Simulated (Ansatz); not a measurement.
# U-r2SCAN/STO-3G run of HO2 (hydroperoxy)

What is the vertical electron affinity of HO2 (hydroperoxy) at U-r2SCAN/STO-3G? 

The results are computed with Ansatz 0.2.0.

## Step 1: Starting point

HO2: 3 atoms, total charge 0, spin state doublet. SMILES: `[O]O`. Geometry: relaxed at PBE0-D4/def2-TZVP.

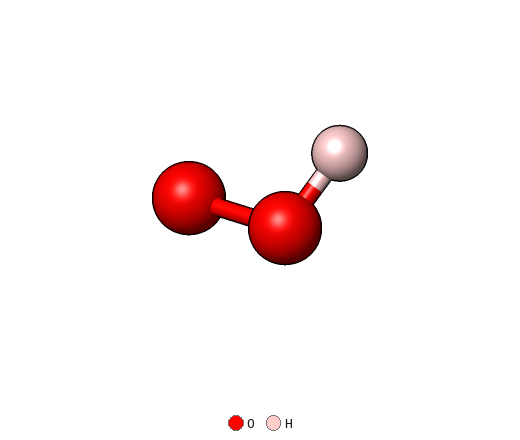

The structure, seen from a chosen angle (oxygen red, hydrogen pink).

## Step 2: The energy at U-r2SCAN/STO-3G

job.yaml

```yaml
crystal:
  periodic: [false, false, false]
  atoms:
    - symbol: O
      position_ang: [-0.355150, 0.941950, -0.088650]
    - symbol: O
      position_ang: [-0.244540, -0.359400, -0.172440]
    - symbol: H
      position_ang: [0.599690, -0.582550, 0.261090]
basis:
  gaussian:
    orbitals: STO-3G
accuracy: high
hamiltonian:
  xc: r2scan
magnetization:
  spin_polarized: true
  initial_magnetization: 1
```

Run with:

```sh
$ ansatz run job.yaml --threads 1 --pin off --max-ram 3480MiB --events-out events.jsonl --progress --plain --runs-dir runs
```

The log of the run:

```text
Warning: RAYON_NUM_THREADS=1 ignored (pool sized by the plan → 1); use --threads N
Functional definition: r2SCAN
  name "r2SCAN"
  parameter k0 = 0.174
  parameter k1 = 0.065
  parameter a1 = 4.9479
  exchange = r2scan_x(k0 = k0, k1 = k1, a1 = a1)
  correlation = r2scan_c
168 factors; integrals over basis functions are off by at most 3.9e-8 eV
mean field evaluation 1: about -4047.5629 eV, gradient 1.4e1 eV
mean field evaluation 2: about -4045.2802 eV, gradient 2.4e1 eV
mean field evaluation 4: about -4048.8489 eV, gradient 4.7e-1 eV
mean field evaluation 8: about -4048.8138 eV, gradient 1.1e-2 eV
mean field evaluation 16: about -4048.8138 eV, gradient 6.1e-7 eV
mean field -4048.81382306 eV, -148.7911636127 hartree, gradient 4.7e-8 eV, S^2 0.750682; 1 other end points of the search recorded, 0 dependent functions left out
reference -4048.81382346 eV, -148.7911636277 hartree; 9, 8 occupied and 2, 3 virtual orbitals, 168 factors
Total energy: -4048.81382346 eV, -148.7911636277 hartree
```

It took 1.8 s on 1 thread of Arm Neoverse V2, shared host; peak memory 0.15 GiB.

## Step 3: The singlet anion, same level

molecule.yaml

```yaml
crystal:
  periodic: [false, false, false]
  atoms:
    - {symbol: O, position_ang: [-0.355150, 0.941950, -0.088650]}
    - {symbol: O, position_ang: [-0.244540, -0.359400, -0.172440]}
    - {symbol: H, position_ang: [0.599690, -0.582550, 0.261090]}
basis:
  gaussian:
    orbitals: STO-3G
total_charge: -1
hamiltonian:
  xc: r2scan
accuracy: high
```

Run with:

```sh
$ ansatz run molecule.yaml --threads 1 --pin off --max-ram 3480MiB --events-out events.jsonl --progress --plain --runs-dir runs
```

The log of the run, cut to the lines that bear on the results:

```text
Warning: RAYON_NUM_THREADS=1 ignored (pool sized by the plan → 1); use --threads N
[... 7 set-up lines as earlier in the session ...]
168 factors; integrals over basis functions are off by at most 3.9e-8 eV
mean field evaluation 1: about -4039.6906 eV, gradient 2.4e1 eV
mean field evaluation 2: about -4033.2973 eV, gradient 5.1e1 eV
mean field evaluation 4: about -4041.5560 eV, gradient 1.5e0 eV
mean field evaluation 8: about -4041.5305 eV, gradient 2.6e-3 eV
mean field evaluation 16: about -4041.5305 eV, gradient 7.9e-8 eV
mean field -4041.53050924 eV, -148.5235067666 hartree, gradient 7.9e-8 eV, S^2 0.000000; 0 other end points of the search recorded, 0 dependent functions left out
reference -4041.53050944 eV, -148.5235067741 hartree; 9, 9 occupied and 2, 2 virtual orbitals, 168 factors
Total energy: -4041.53050944 eV, -148.5235067741 hartree
```

Wall time 0.98 s (1 thread of Arm Neoverse V2, shared host); peak memory 0.095 GiB.

## Step 4: What came out

At U-r2SCAN/STO-3G:

```
                                         quantity          value
                        doublet HO2: total energy  -148.79116 Eh
                                doublet HO2: ⟨S²⟩          0.751
                      singlet anion: total energy  -148.52351 Eh
vertical electron affinity (to the singlet anion)      -7.283 eV
```

In words: The anion lies 7.28 eV (703 kJ/mol) above the neutral: the electron isn't bound at this level, and such a value depends on the basis. Without diffuse functions anions come out too high. In a minimal basis such a difference can be off by several eV, whatever the method.
